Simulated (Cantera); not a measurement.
A closed system holds: 1 mol Si3N4, 4.9 mol N2O, 14 mol H2, equilibrated at 1275 °C.

Cantera equilibrium calculation (NASA polynomials, part measured and part estimated; ideal gas, pure solids and liquids). Candidate condensed phases: H2O, Si, SiO2, Si2N2O, Si3N4; 35 gas species. Mutual solubility and eutectic melting of coexisting phases are not modelled. The tables hold silica as quartz up to 1696 K and as liquid above; real silica turns to tridymite and cristobalite and melts near 1996 K. The numbers say what is thermodynamically allowed, not how fast it happens.

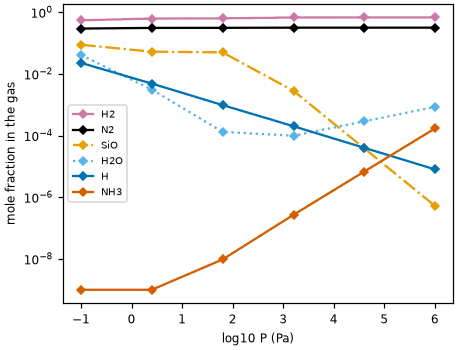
Figure. Equilibrium gas composition (values under 1e-9 drawn at 1e-9)

Task: Read off the mole fractions at 0.400 bar.

Result: H2 about 0.68, N2 about 0.32, H2O about 0.00029, H about 4.0e-5, SiO about 3.9e-5, NH3 about 6.8e-6.
